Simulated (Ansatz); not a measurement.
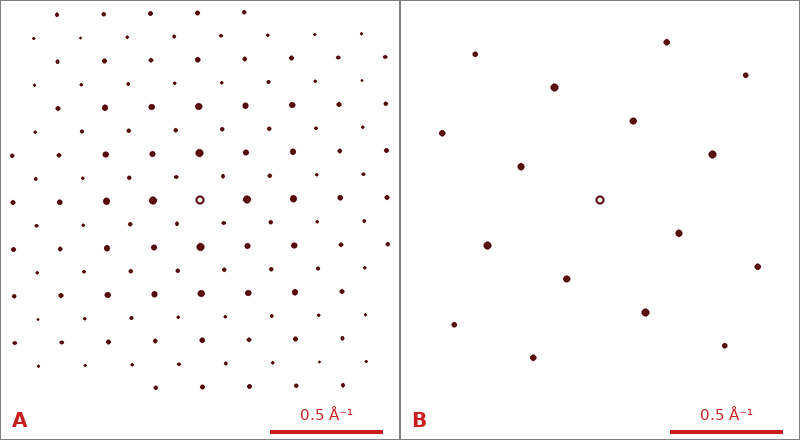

Kinematic electron diffraction patterns (120 kV, B = 0.5 Å², same scale, each along a low-index zone) of two structures of composition Li4GePb, each relaxed at zero pressure with DFT PBE, scalar-relativistic, plane waves, PAW (Ansatz 0.2.0).

The structures (standard cells):
1. P4/mmm (No. 123), a = 6.714 Å, c = 3.063 Å, 6 atoms; generated start, possibly hypothetical
2. I4_1/a (No. 88), a = 5.184 Å, c = 17.134 Å, 24 atoms; generated start, possibly hypothetical

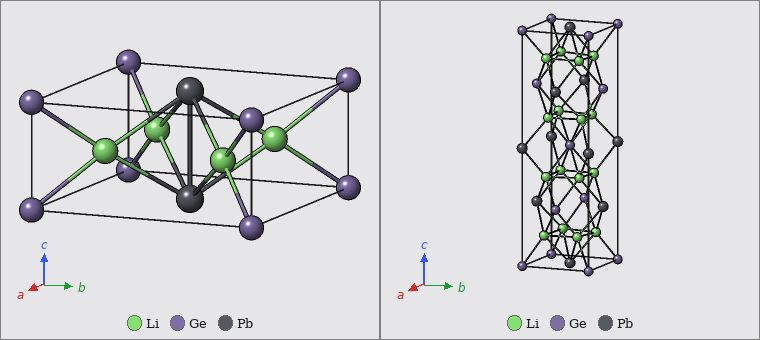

Drawings of the structures 1 to 2, from left to right (each may span several cells).

Question: Which pattern belongs to which structure, and along which zone?

Answer: A is structure 1 along [001]: square net of 1 0 0 at d = 6.71 Å and 0 1 0 at d = 6.71 Å, 90.0° apart. B is structure 2 along [001]: square net of 2 0 0 at d = 2.59 Å and 0 2 0 at d = 2.59 Å, 90.0° apart (some points of this net are extinct or too weak to see).

Question: Rank the structures by their computed energy.

Answer: Structure 1 (P4/mmm, 23.02 Å³ an atom) is the lowest of these; structure 2 (I4_1/a, 19.18 Å³ an atom) lies about 74 meV an atom higher. These are static energies at 0 K; other structures, not shown, may lie lower still.
